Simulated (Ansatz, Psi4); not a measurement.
Two rigid molecules brought together: H4Si ··· H2Se (SMILES [SiH4] and [SeH2]). Monomers: optimised at B3LYP-D3(BJ) (def2-TZVP), held rigid. Orientation: lowest of the rigid-body minima from ten starts at GFN2-xTB. Only R, the distance of the centres of mass, is varied, so the lowest point isn't the relaxed dimer.

Geometry at R = 3.97 Å (first 5 atoms: monomer A):
```
8

Si     0.0000     0.0000     0.0000
H     -0.1638    -1.1074    -0.9686
H     -0.7361     1.1904    -0.4823
H      1.4369     0.3294     0.1345
H     -0.5370    -0.4124     1.3164
Se    -0.6342     3.6109     1.5196
H      0.1966     2.5621     2.1295
H     -0.3532     4.5278     2.6343
```

Levels of theory: MP2/aug-cc-pVTZ = MP2 on RHF/aug-cc-pVTZ, cores with 3d frozen, counterpoise-corrected run with Ansatz (a program for electronic structure); PBE0-D3(BJ)/def2-TZVP, counterpoise-corrected (Psi4); RHF/aug-cc-pVQZ, counterpoise-corrected (Ansatz); CCSD/aug-cc-pVTZ = CCSD on RHF/aug-cc-pVTZ, cores with 3d frozen, counterpoise-corrected run with Ansatz; SAPT0/jun-cc-pVDZ, frozen core (Psi4).

Interaction energies in kJ/mol (negative: bound); R is the distance of the centres of mass, d the H3···H7 distance.

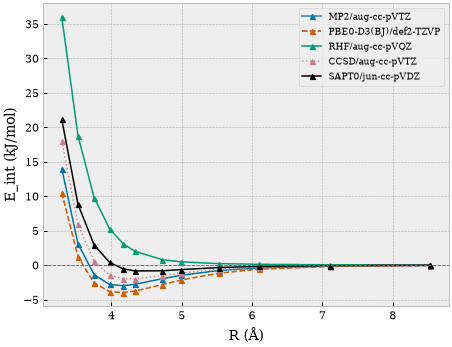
Interaction energy against separation.

```tsv
R / Å	d / Å	MP2/aug-cc-pVTZ	PBE0-D3(BJ)/def2-TZVP	RHF/aug-cc-pVQZ	CCSD/aug-cc-pVTZ	SAPT0/jun-cc-pVDZ
3.29	2.68	14.01	10.49	35.99	18.07	21.15
3.52	2.81	3.12	1.25	18.80	5.92	8.84
3.75	2.95	-1.39	-2.59	9.78	0.55	2.93
3.97	3.09	-2.81	-3.83	5.27	-1.44	0.39
4.16	3.23	-2.99	-3.99	3.13	-1.96	-0.53
4.33	3.35	-2.78	-3.77	2.01	-1.99	-0.84
4.72	3.65	-1.97	-2.82	0.80	-1.51	-0.82
4.98	3.86	-1.48	-2.17	0.48	-1.15	-0.65
5.52	4.30	-0.78	-1.17	0.22	-0.61	-0.35
6.10	4.81	-0.41	-0.58	0.12	-0.31	-0.18
7.11	5.72	-0.15	-0.19	0.05	-0.11	-0.06
8.53	7.05	-0.05	-0.06	0.02	-0.03	-0.02
```

Lowest grid point: MP2/aug-cc-pVTZ -2.99 kJ/mol at R = 4.16 Å; PBE0-D3(BJ)/def2-TZVP -3.99 kJ/mol at R = 4.16 Å; RHF/aug-cc-pVQZ 0.02 kJ/mol at R = 8.53 Å; CCSD/aug-cc-pVTZ -1.99 kJ/mol at R = 4.33 Å; SAPT0/jun-cc-pVDZ -0.84 kJ/mol at R = 4.33 Å.
